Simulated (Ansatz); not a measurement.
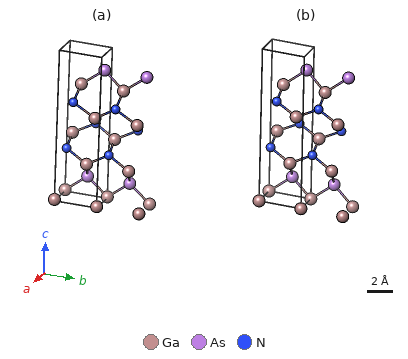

The structure of solid Ga5As2N3 (a generated structure, set up in P1) (coarse preliminary run) before (left) and after (right) a relaxation, at one scale.

Style: ball-and-stick. Shown: the cell of the calculation, reduced to other axes, repeated 1 × 2 × 1 with one cell outlined, slightly off an axis. Lengths and directions refer to the drawn axes.

Method: Ansatz, DFT PBE, scalar-relativistic, plane waves, PAW. Set-up: plane-wave cutoff 420 eV; k-point mesh 6 × 6 × 6; occupations gaussian; smearing width 0.2 eV; no spin polarisation; cell and atoms relaxed; force threshold 0.025 eV/Å; at most 60 steps.

Describe what moved and what it gained.

The atom that moves furthest relative to the cell is a Ga atom (0.23 Å roughly along [3 −3 1]). By element the largest moves are Ga 0.23 Å, As 0.13 Å, N 0.12 Å. The drawn cell changes at constant volume: a 3.583 → 3.579 Å (−0.1 %), b 3.591 → 3.578 Å (−0.4 %), c 12.498 → 12.596 Å (+0.8 %), α 96.6° → 98.1°, β 98.0° → 98.2°, γ 92.1° → 90.0°. Among the contacts that change: Ga–N 2.229 → 2.044 Å, As–Ga 2.219 → 2.393 Å, Ga–N 2.220 → 2.068 Å, As–Ga 2.475 → 2.378 Å. Among the angles between lasting bonds that change: N–Ga–N 90.1° → 103.5°, Ga–N–Ga 114.7° → 103.5°, N–Ga–N 114.3° → 103.5°. The space group (tolerance 0.01 Å) goes from P1 (No. 1) to I-4m2 (No. 119). After 4 accepted moves (5 points after the start) the energy has fallen by 0.783 eV per cell of the calculation. The largest force component goes from 1.8 to 0.014 eV/Å. Pressure: 1.19 GPa at the start and 0.00 GPa at the end. The SCF was repeated once at an unchanged geometry on a basis and grid sized afresh for the cell, which shifted the energy by 1.3 meV per cell of the calculation at most. The run took 6.7 min on 4 threads of Intel(R) Xeon(R) Processor @ 2.50GHz (Skylake/Cascade Lake), on a shared host, peak memory 1.2 GiB.
